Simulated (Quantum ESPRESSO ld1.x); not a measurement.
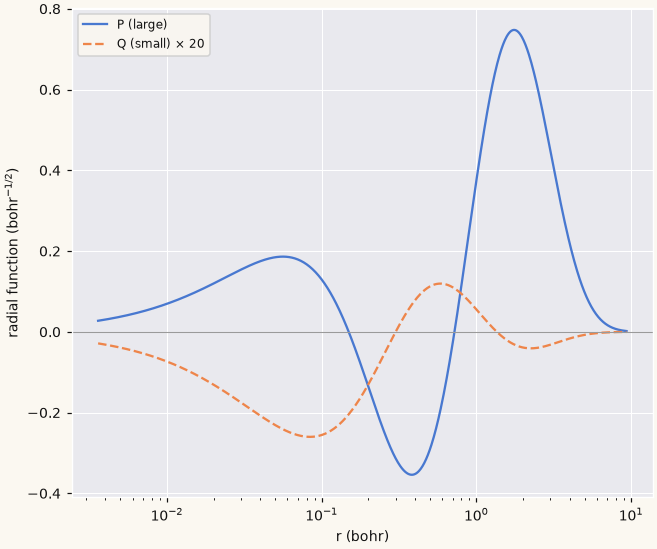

The neutral silicon atom; electrons: [Ne] 3s0.5 3p3.5 (open shells shared over both j by 2j + 1). Computed with Quantum ESPRESSO ld1.x 7.5: Dirac Kohn-Sham, relativistic LDA (MacDonald-Vosko exchange, VWN5 correlation), spin-unpolarised, spherical densities, point nucleus.

```
 &input
    zed=14.0,
    iswitch=1,
    rel=2,
    dft='RXC-VWN',
    config='[Ne] 3s0.5 3p3.5',
    rel_dist='average',
    verbosity='high',
    lsmall=.true.,
    prefix='ld1',
    max_out_wfc=37,
    file_charge='ld1.rho',
 /
```

The plot shows the large and small radial components of one occupied spinor.

Which spinor (n, l, j) is it?

It is 3s1/2. The spinor has κ = −1: the large component has l = 0 and 2 radial nodes (r = 0.149 and 0.720 bohr), the small one has l = 1. The small component carries 0.0046 % of the norm; ⟨r⟩ = 2.11 bohr and the eigenvalue is −12.0 eV. The nodes of P give n − l − 1 and its extent picks the shell; Q has as many nodes as P for κ < 0 and one more for κ > 0.
